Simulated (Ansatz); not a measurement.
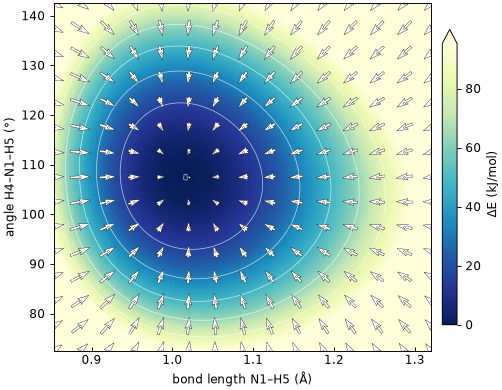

Energy landscape of CuFH₃N, SMILES [NH3+][Cu-][F]. First axis: bond length N1–H5. Second axis: angle H4–N1–H5. Nothing is relaxed (all other coordinates rigid). Grid: 15 × 15 points. Points are written as (first, second). Energies: kJ/mol, counted from the lowest grid point. Method: Ansatz, RKS PBE0-D4/def2-TZVP.

Drawn: a smooth colour map with a few white contour lines, dots at the grid points, arrows along the force (downhill), their lengths compressed, one colour for all values above the top of the scale. Between grid points the surface is interpolated. 

**What does the map say about the system?**

The lowest grid point is at (1.020 Å, 107.5°). It is the only kind of minimum in the scanned range. The highest grid point, (1.320 Å, 142.5°), lies 202 kJ/mol above the lowest. Round the minimum the two coordinates are weakly coupled (coupling 0.08 in units of the two stiffnesses).

Each point was launched as `ansatz run input.yaml --threads 1 --pin off --max-ram 2560MiB --backend cpu --events-out ev --progress --plain --runs-dir out`. The whole map (225 points run) took 15 min on 1 thread of Arm Neoverse V2, on a shared host.
